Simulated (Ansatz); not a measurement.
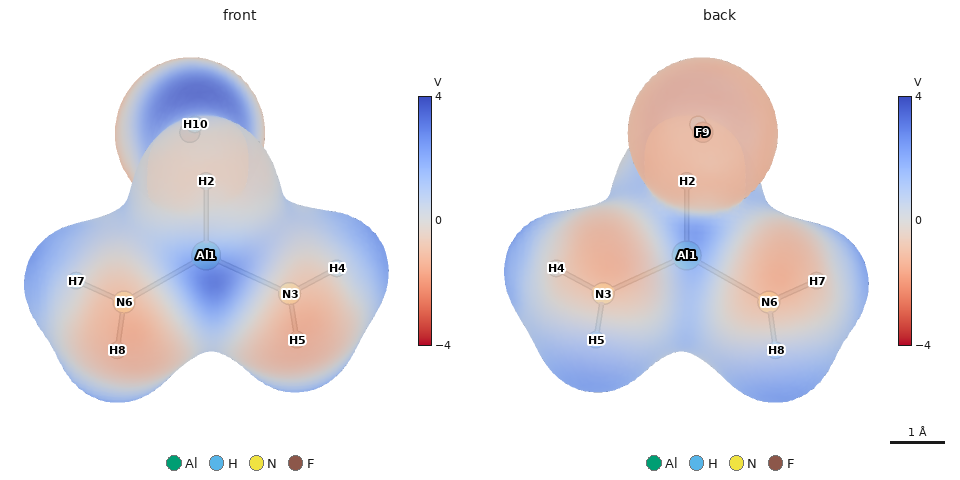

*AlH5N2···HF. The molecular electrostatic potential painted on the density surface at 0.004 e/bohr³, seen from the front and from behind; the colour scale runs from red (negative) to blue (positive).*

Method: Ansatz, RKS PBE0/6-31G*.

```xyz
10

Al    0.0088   -0.1263   -0.1894
H     0.0166   -0.4545    1.3501
N     1.5638   -0.0777   -1.0476
H     2.4547   -0.1910   -0.5854
H     1.7008    0.1582   -2.0198
N    -1.5552   -0.0121   -1.0249
H    -2.4438   -0.0269   -0.5447
H    -1.6915    0.1803   -2.0068
F     0.0421    2.1482    1.5818
H     0.0407    1.3000    1.9687
```

Describe the electrostatic potential map.

Answer. The most negative region (about −1.5 V, or −35 kcal/mol for a unit charge) lies over N3 and N6, the most positive (about +3.2 V, or +74 kcal/mol for a unit charge) over Al1 and H10.
